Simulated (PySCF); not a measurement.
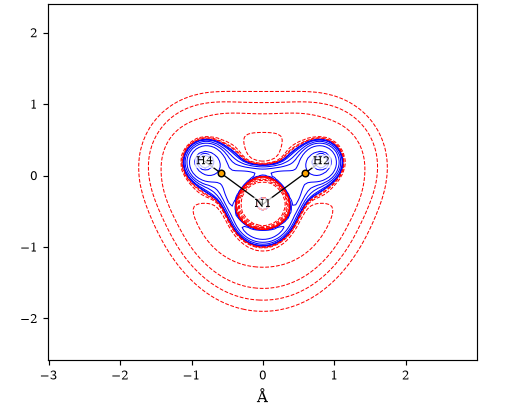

*H3N, SMILES `N`. Negative Laplacian of the density (−∇²ρ) in the plane of N1, H2 and H4 (solid blue lines positive, dashed red lines negative, contours at ±0.02 to ±8 a.u.), with bond paths and bond critical points (dots).*

Level of theory: TPSSh/6-311+G** (PySCF), at a geometry from GFN2-xTB. No frequency check shows the geometry to be a minimum.

Input

```python
import numpy as np
from pyscf import gto, scf, dft
from pyscf.scf import atom_ks, atom_hf
from scipy.linalg import block_diag

def solve(mol, dm0=None, hcore=None):
    mf = (dft.UKS if mol.spin else dft.RKS)(mol, xc='tpssh')
    mf.grids.level = 3
    mf = mf.density_fit(auxbasis='def2-universal-jkfit')
    mf.conv_tol, mf.max_cycle = 1e-8, 80
    if hcore is not None:
        mf.get_hcore = lambda *args: hcore
    mf.kernel(dm0)
    if not mf.converged:
        mf = mf.newton().run(mf.mo_coeff, mf.mo_occ, max_cycle=30)
    assert mf.converged, 'SCF not converged'
    return mf

mol = gto.M(atom='''
N      0.00002    -0.00002     0.11002
H      0.87174    -0.36201    -0.25676
H     -0.74953    -0.57379    -0.25671
H     -0.12233     0.93596    -0.25667
''', basis='6-311+g**', charge=0, spin=0, verbose=4)
mf = solve(mol)
mf.analyze()
# spherically averaged free atoms, for the promolecule
atm = atom_ks.get_atm_nrks(mol, xc='tpssh')
pro = block_diag(*[(atm[a[0]][2] * atm[a[0]][3]) @ atm[a[0]][2].T for a in mol._atom])
np.savez('result.npz', e=mf.e_tot, c=mf.mo_coeff, occ=mf.mo_occ, eps=mf.mo_energy, pro=pro, dip=mf.dip_moment(verbose=0), s2=mf.spin_square()[0])
```

Command:

```sh
OMP_NUM_THREADS=1 python input.py
```

The run took 2 s on 1 thread of Intel(R) Xeon(R) 6975P-C (Granite Rapids), with other jobs on the host, peak memory 0.19 GiB.

Partitions, critical points and surface values were worked out afterwards from this run's density.

At which bond critical points in this plane is charge locally concentrated, and at which depleted?

Concentrated (∇²ρ < 0): N1–H2 and N1–H4 (−1.50 a.u.). At none is it depleted.

Where along N1–H2 does the critical point lie?

0.73 Å from N1 and 0.28 Å from H2.
